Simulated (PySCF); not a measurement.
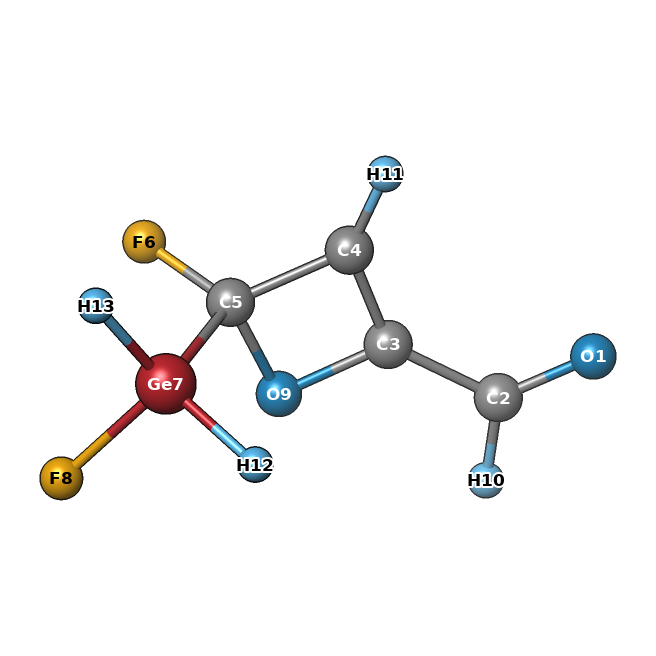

The geometry was computed by an optimisation with GFN2-xTB. No frequency run is at hand to confirm it as a minimum. Electric field gradients from the ground-state density, B3LYP/pcJ-1 (pcSseg-1 on Ge) (PySCF 2.14.0), non-relativistic apart from any core potentials.

Give the largest field-gradient component, the quadrupole coupling constant and the asymmetry for 17O at O1 (Q = −25.6 mb), 73Ge at Ge7 (Q = −196 mb), 17O at O9 (Q = −25.6 mb), 2H at H10 (Q = 2.86 mb), 2H at H11 (Q = 2.86 mb), 2H at H12 (Q = 2.86 mb), 2H at H13 (Q = 2.86 mb).

| atom | V_zz (a.u.) | e²qQ/h (MHz) | η |
| --- | --- | --- | --- |
| O1 | −2.090 | 12.57 | 0.56 |
| Ge7 | 1.857 | −85.5 | 0.66 |
| O9 | −1.686 | 10.14 | 0.88 |
| H10 | 0.262 | 0.176 | 0.04 |
| H11 | 0.341 | 0.229 | 0.06 |
| H12 | 0.151 | 0.102 | 0.01 |
| H13 | 0.150 | 0.101 | 0.01 |

The geometry is semi-empirical. Around Ge such bond lengths and angles can be off by a tenth of an ångström or more and by several degrees, and values that hang on the shape move with them.
